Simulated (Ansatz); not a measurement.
**CH5AlBFO: density, localisation and related maps**

Input

```
crystal:
  periodic: [false, false, false]
  atoms:
    - { symbol: B, position_ang: [-0.6618, -0.2512, -1.1694] }
    - { symbol: C, position_ang: [0.183, -0.5607, 0.086] }
    - { symbol: O, position_ang: [-0.5828, -1.3054, 1.0008] }
    - { symbol: F, position_ang: [1.3863, -1.248, -0.3183] }
    - { symbol: Al, position_ang: [0.7719, 1.1329, 0.9335] }
    - { symbol: H, position_ang: [-1.8158, 0.1883, -1.0051] }
    - { symbol: H, position_ang: [-0.1474, 0.1825, -2.157] }
    - { symbol: H, position_ang: [-0.5739, -2.2149, 0.6518] }
    - { symbol: H, position_ang: [-0.3323, 2.0007, 1.777] }
    - { symbol: H, position_ang: [1.856, 2.0246, 0.2036] }
basis:
  gaussian: { orbitals: def2-SVP }
hamiltonian:
  xc: pbe0
relax:
  f_tol: 0.015
  max_steps: 40
output:
  orbitals: {}
```

Command:

```sh
ansatz run input.yaml --threads 2 --pin off --max-ram 3072MiB --backend cpu --events-out ev --progress --plain --runs-dir out
```

The fields are those of the relaxed geometry.

The calculation used RKS PBE0/def2-SVP (Ansatz 0.2.0).

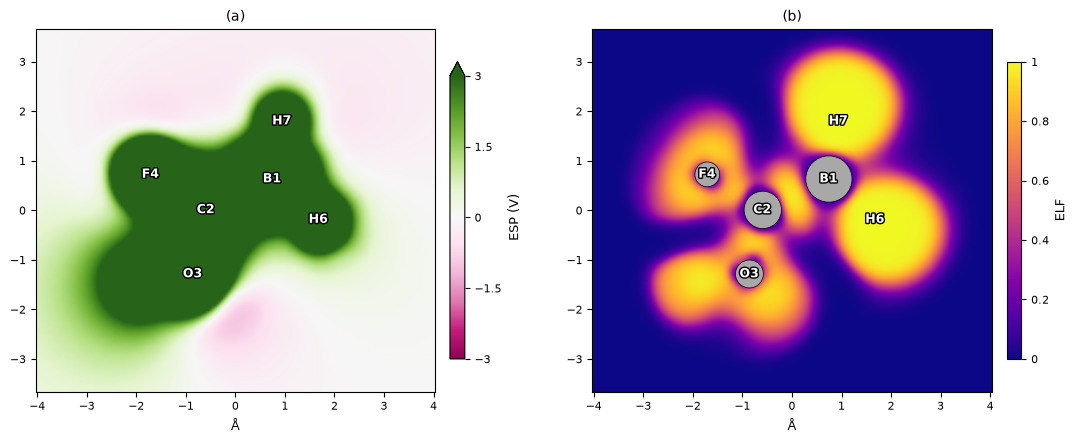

Figure 1. (a) molecular electrostatic potential; (b) electron localisation function on the plane of atoms B1, C2 and F4. Grey discs cover the atomic cores in the ELF map.

### Read the bonding off the picture.

Atoms in the plane: B, C, O, F and H. C–O (1.32 Å): the ELF peaks at about 0.90 between the atoms (a polar covalent bond). C–F (1.33 Å): the ELF peaks at about 0.85 between the atoms (a polar covalent bond). C–B (1.47 Å): the ELF peaks at about 0.95 between the atoms, as expected for localised, covalent bonding. B–H (1.20 Å): the ELF climbs to about 1 towards the hydrogen, as it does in any bond to H; an ordinary covalent bond to hydrogen. The ELF also peaks beside O3 and F4, away from the bonds: lone-pair regions. Outside the dense part of the molecule the potential is most negative (−0.9 V) near O3.

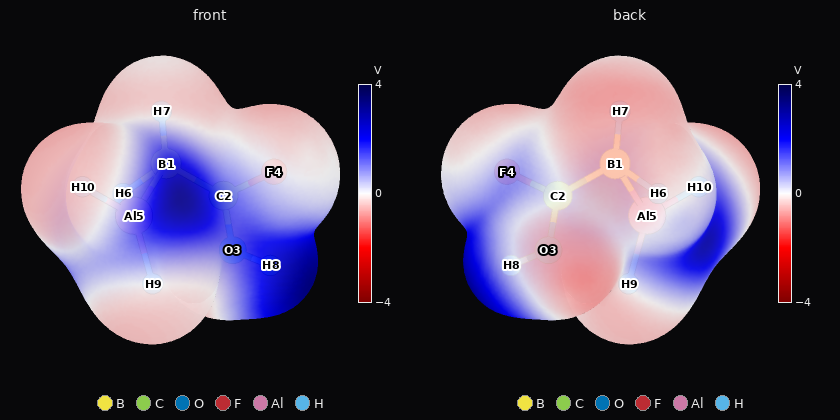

Figure 2. The molecular electrostatic potential painted on the density surface at 0.002 e/bohr³, seen from the front and from behind; red is negative and blue positive.

### Which sites attract a positive test charge, and which a negative one?

A positive charge is drawn to the negative regions and a negative charge to the positive ones. The most negative region (about −0.8 V, or −18 kcal/mol for a unit charge) lies over O3, the most positive (about +3.3 V, or +76 kcal/mol for a unit charge) over H8.

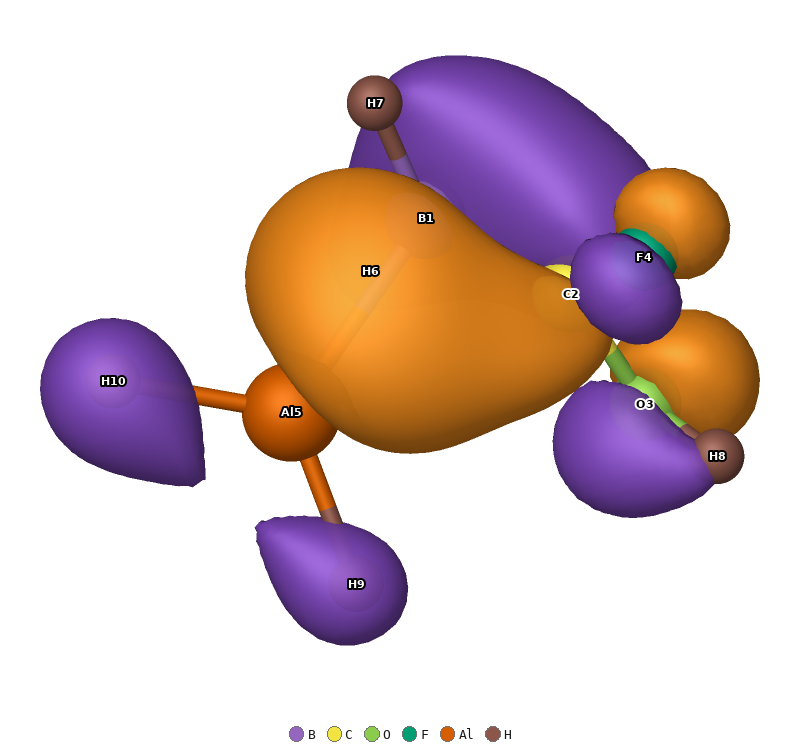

Figure 3. The HOMO at ±0.1 Å⁻³ᐟ² (orange and purple are the two phases), seen across its widest extent.

### Describe this orbital and give its energy.

By Hirshfeld shares it lies mainly on B1 (about 30 %), C2 (about 20 %), Al5 (about 20 %) and O3 (about 10 %). Its energy is −6.79 eV.
